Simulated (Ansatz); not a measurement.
Consider Te2Mo (1H sheet).

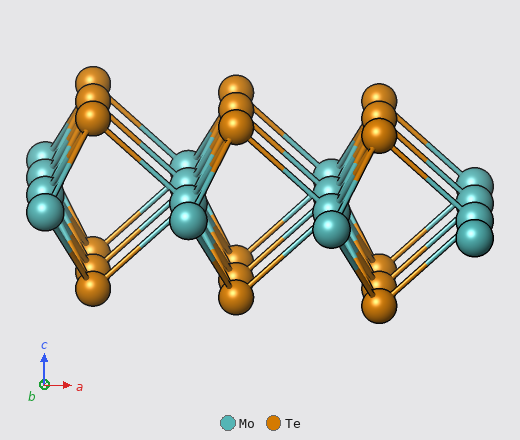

The structure (molybdenum teal, tellurium orange). Bonds to atoms that aren't drawn are left out. 3×3×1 cells are drawn. Some periodic images of atoms are drawn too.

The cell holds 3 atoms: 1 Mo and 2 Te. Its edges and angles: a = 3.467 Å, b = 3.467 Å, c = 31.232 Å, α = 90.0°, β = 90.0°, γ = 120.0°. Vacuum lies along c.

```xyz
3
Lattice="-3.0021 1.7333 0.0000 0.0000 -3.4666 0.0000 0.0000 0.0000 31.2316" Properties=species:S:1:pos:R:3
Mo    0.0000    0.0000    9.6721
Te   -1.0007   -1.7333   11.4670
Te   -1.0007   -1.7333    7.8773
```

The structure was relaxed with LDA. The structure was generated from a model, not taken from a measurement. The runs that relaxed it are not among those shown. The program's search for lower electronic states was switched off, so nothing shows that the state found is the lowest. Spin-orbit coupling is left out unless a run names it. PAW set soft_2, made with PBE.

A constrained-RPA run (Ansatz 0.2.0; non-magnetic LDA; Mo d + anion p, bands v7 to c4, 6×6×1 mesh, medium accuracy) builds 11 functions on bands 10 eV wide, with 14.0 electrons in the window. The bare on-site interaction is 12.9 eV and the bare J 0.48 eV.

What U and J survive the screening?

On the Mo d shell, U = 5.76 eV (45 % of the bare value), U′ = 5.07 eV, J = 0.36 eV.

The parent state is non-magnetic and the interaction static (zero frequency); U depends on the window and the orbitals, so it belongs to this model alone. A window that holds the anion p bands defines a model with explicit ligands; its U belongs to that model and is not the U of DFT+U.

[Paths, hosts, dates, memory and timing lines, banners, echoed tables and standing remarks are left out of the program output.]

[Logs are printed without paths, hosts, clocks, repeated set-up lines and the standing remarks that a program may print on its own settings, such as how far it seeks lower states.]

[Runs of the session that timed out or met a known fault of the program may be left out.]

[Hosts, paths, dates, database ids (printed as entryN), source tags and the programs' standing remarks are cut or masked in the printed files.]
